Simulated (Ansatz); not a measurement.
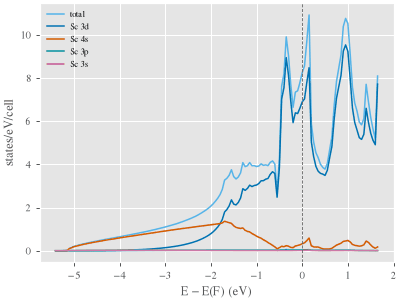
Figure. Total and projected density of states of Sc (dhcp (α-La type), P6_3/mmc), DFT-PBE in the program Ansatz with PAW potentials

Which orbitals carry the states next to the Fermi level?

Within 0.5 eV of the Fermi level: Sc 3d 87 %, outside the projected shells 9 %. Projections are on Löwdin-orthogonalised atomic valence shells; empty p or d shells of many metals are not among them.

Where is the tallest occupied peak in this window, and what makes it?

Near -0.3 eV, about 9.9 states/eV per cell; the largest projected share is Sc 3d.

The start of the workflow was typed in or built on a structure type. Its sites differ from those of the usual phase in this space group: another stacking or structure type. Symmetry was held in the PBE relaxation; its stability against distortions is not shown here. No spin polarisation was allowed.

Potentials: the later of the program's two PAW sets.
